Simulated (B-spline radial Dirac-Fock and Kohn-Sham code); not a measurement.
Pt²⁺ in the configuration [Xe] 4f14 5d7 6s1, which is not the ground configuration. The calculation used Thomson × f² and Klein–Nishina × S on Dirac–Fock densities, without anomalous dispersion (a B-spline radial code).

Before looking at the plot, say what to expect. Its caption: Coherent and incoherent photon scattering cross sections against photon energy, computed at the marked points and joined by straight lines.

Coherent scattering falls from 3740 b at 1.00 keV to 0.884 b at 1.00 MeV. Incoherent scattering is largest at 100 keV among the points computed (31.7 b), and it overtakes the coherent part between 100 keV and 500 keV.

Here it is:

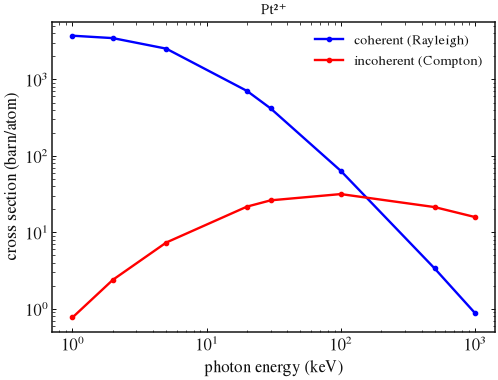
